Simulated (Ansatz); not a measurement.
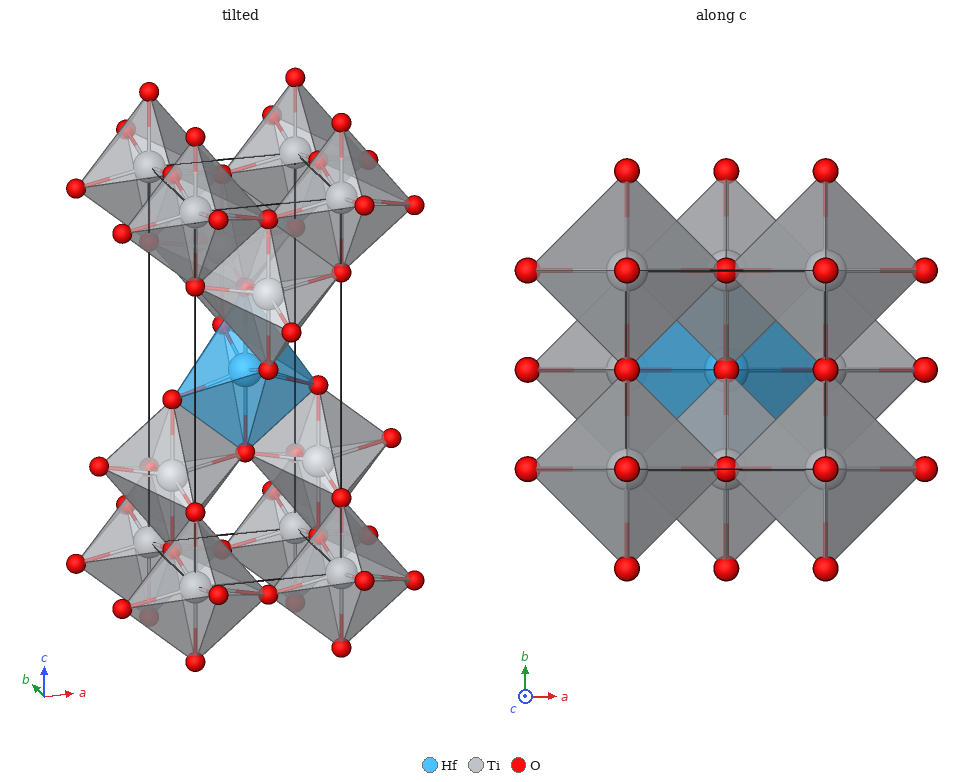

Crystal structure, polyhedral style, seen slightly off an axis and along the c axis. The conventional unit cell is drawn as a box. Some atoms of the next cells are drawn as well.

HfTi₃O₈, space group P-4m2 (No. 115), a = 3.858 Å, b = 3.858 Å, c = 9.937 Å, α = 90.00°, β = 90.00°, γ = 90.00°. The initial geometry was a structure type filled with these elements by a generator (whether the compound takes this form wasn't checked). Earlier steps of the study, as a rule a relaxation of our own, may have changed the cell and positions, so they can lie some per cent off the listed ones. A calculation with Ansatz used it as input.

This one geometry was computed with Ansatz (DFT, plane waves, PAW) at three levels of theory: PBE, PBE+U (U_eff = 4.00 eV on Ti d) and r2SCAN.

Which level gives the highest pressure at this volume, and what does that say about its equilibrium volume?

Highest: PBE+U (U_eff = 4.00 eV on Ti d) (2.1 GPa), which points to the largest equilibrium volume. Lowest, with the smallest volume: r2SCAN (-4.6 GPa). Levels within 0.5 GPa of each other can't be told apart.

How does the band gap change with the level of theory?

PBE: a gap of 2.09 eV, indirect; r2SCAN: a gap of 2.45 eV, indirect; PBE+U (U_eff = 4.00 eV on Ti d): a gap of 2.57 eV, indirect.

Collect the results in a table.

| level | cutoff (eV) | k-mesh of the run's cell | gap (eV) | pressure (GPa) |
| --- | --- | --- | --- | --- |
| PBE | 420 | 8×8×4 | 2.09 | 0.0 |
| PBE+U (U_eff = 4.00 eV on Ti d) | 420 | 8×8×4 | 2.57 | 2.1 |
| r2SCAN | 500 | 8×8×4 | 2.45 | -4.6 |

Gaps are taken on the k-mesh or band path of each run.
